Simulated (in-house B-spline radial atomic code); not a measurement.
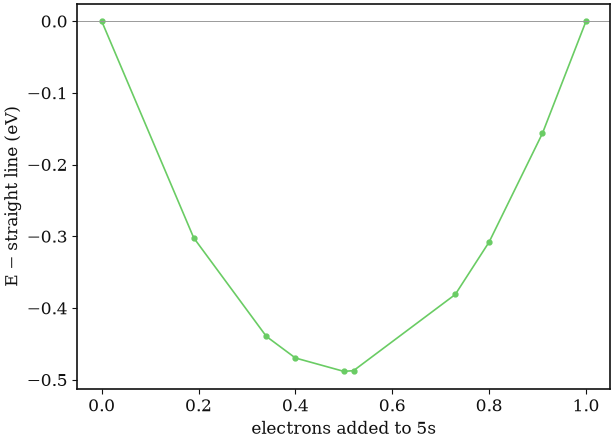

All numbers are computed, not measured: scalar-relativistic (spin-free one-electron X2C) r2SCAN0, spin-polarised, spherical fractional occupations, Fermi nucleus, basis-set limit (an in-house B-spline radial code). The occupation of the 5s shell is varied from Ru⁺ ([Kr] 4d7 (high spin)) to Ru ([Kr] 4d7 5s1 (high spin)), with spherical fractional occupations. The plot shows the total energy less the straight line between the end points.

**Is the energy convex or concave in the occupation, and by how much?**

The curve is convex (below the straight line), with the largest deviation among the points computed, −0.49 eV, at 0.5. The end points differ by 7.55 eV, the energy to take the electron out. Convexity is the delocalisation error: fractional charges are too low in energy. Exact exchange at spherical fractional occupations leaves self-interaction in partly filled shells, which adds to the curvature.
